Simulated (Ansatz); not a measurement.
# CH2ClF: the cost of one run

Method: the levels named in each step, in Ansatz 0.2.0.

**1. Starting point**

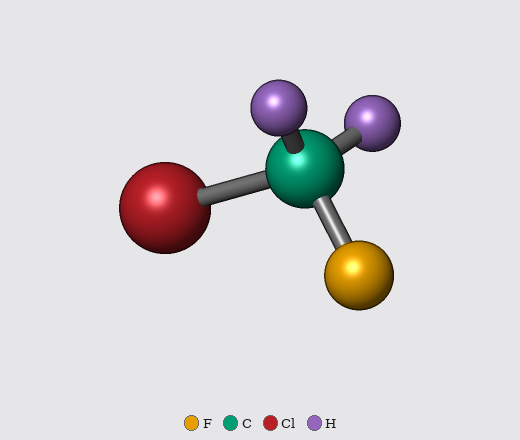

Start, viewed from a chosen angle; fluorine amber, carbon teal, chlorine red, hydrogen purple.

Structure file:

```xyz
5

F    -1.3709    0.7265   -0.0608
C    -0.7202   -0.4490    0.0682
Cl    1.0350   -0.1812    0.0016
H    -0.9744   -0.8765    1.0419
H    -1.0098   -1.0945   -0.7653
```

**2. A rough first relaxation, PBE-D4/def2-SVP**

The input, input.yaml:

```yaml
crystal:
  periodic: [false, false, false]
  atoms:
    - { symbol: F, position_ang: [-1.3709, 0.72654, -0.06083] }
    - { symbol: C, position_ang: [-0.7202, -0.44904, 0.06822] }
    - { symbol: Cl, position_ang: [1.03503, -0.18117, 0.00162] }
    - { symbol: H, position_ang: [-0.97439, -0.8765, 1.04192] }
    - { symbol: H, position_ang: [-1.00983, -1.09446, -0.7653] }
basis:
  gaussian: { orbitals: def2-SVP }
hamiltonian:
  xc: pbe
  dispersion: d4
relax:
  f_tol: 0.03
  max_steps: 200
```

On the command line:

```
$ ansatz run input.yaml --threads 4 --pin off --max-ram 10240MiB --backend cpu --events-out ev --progress --plain --runs-dir out
```

What time and memory should one allow on 4 threads of Intel Xeon at 2.50GHz (Skylake/Cascade Lake), shared host?

About 5.1 s, with a peak of 0.13 GiB.
